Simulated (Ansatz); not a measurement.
Cost and result by functional for the adsorption energy of H on the (100) surface of germanium (p(2x2) alternately buckled dimers; a constructed slab, bottom: dihydride, held), one in a cell of 66 Å², started at the site 'top Ge #2', in Ansatz (plane waves, PAW). Single points on the PBE structure, on one kind of machine; costs are rough ratios of the slab run's core time (references not counted) to the cheapest single point. r2SCAN's cost holds its higher cutoff (500 against 420 eV). Differences are taken against r2SCAN for comparison alone: no measured value is at hand, so the table doesn't rank accuracy.

Set-up: 41 atoms, 11.3 Å thick at the start with caps and adatoms under the adsorbate (thin: gaps and levels are the slab's own); mesh 3x3x1; 0.01 eV smearing; dipole correction on; 24 atoms held, the rest relaxed; held to the start's symmetry, so lower structures may exist; spin-polarised, ending with about 0.3 μB a cell, a value that depends on the mesh; orders that need a larger cell were not tried, no spin-orbit, no U, no dispersion correction. The slab shows no gap over 0.04 eV on its mesh. At the end it is bonded to Ge. In PBE it is, or lies within 0.03 eV of, the lowest of the starts that converged. These notes are the PBE run's. RPBE: The program's check for a lower electronic state was not made. r2SCAN: The program's check for a lower electronic state was not made. Adsorption energies are against ½ H2(g). A negative adsorption energy means that the adsorbate is more stable on the surface than in its reference.

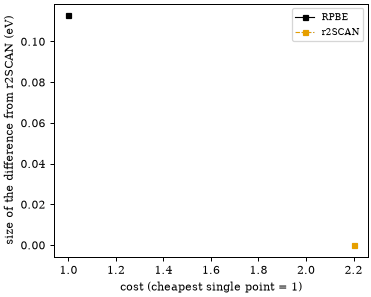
*Difference from r2SCAN against cost*

| functional | relative cost | adsorption energy (eV) | less r2SCAN (eV) |
|---|---|---|---|
| RPBE | 1 | -0.14 | 0.11 |
| r2SCAN | 2 | -0.25 | 0.00 |
| PBE (the relaxed run's value) | – | -0.20 | 0.05 |

The values span 0.11 eV, while the single points' costs differ by a factor of roughly 2. Differences are of unrounded values.

Ansatz is an electronic-structure program.
